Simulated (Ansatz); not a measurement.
CsBr (CsCl type), conventional cell a = b = c = 4.323 Å, α = β = γ = 90.00°. The calculation uses the primitive cell of 2 atoms, to which meshes and values per cell refer.

Equation-of-state scan: isotropic scaling of the cell above, V₀ being its volume. Symmetry pins the atoms to their sites.

The numbers are results of r2SCAN (plane waves to 500 eV, PAW, scalar-relativistic; Ansatz, a first-principles code), not measurements. k mesh 8×8×8 (Γ-centred), Fermi-Dirac smearing 0.05 eV. Energies are smeared free energies. CsBr was relaxed with its symmetry unable to fall. ΔE is measured from the relaxed starting cell.

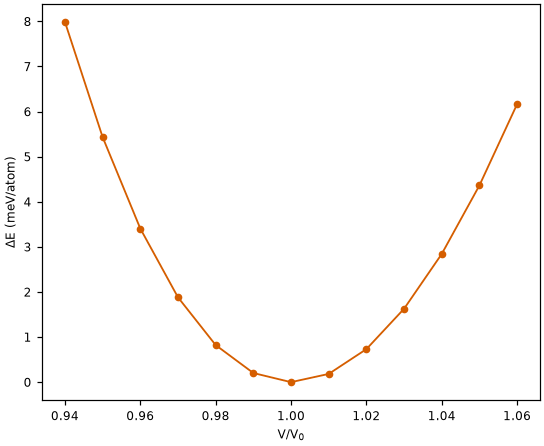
Figure: ΔE (meV/atom) against V/V₀; markers are the computed points, lines only join them.

What bulk modulus B₀ follows from a third-order Birch-Murnaghan fit?

About 15 GPa.

What is ΔE at V/V₀ = 1.060?

About 6.2 meV/atom.

What is ΔE at V/V₀ = 0.940?

About 8.0 meV/atom.

(Under strain, the slope of the energy per volume gives the stress and its curvature an elastic modulus.)
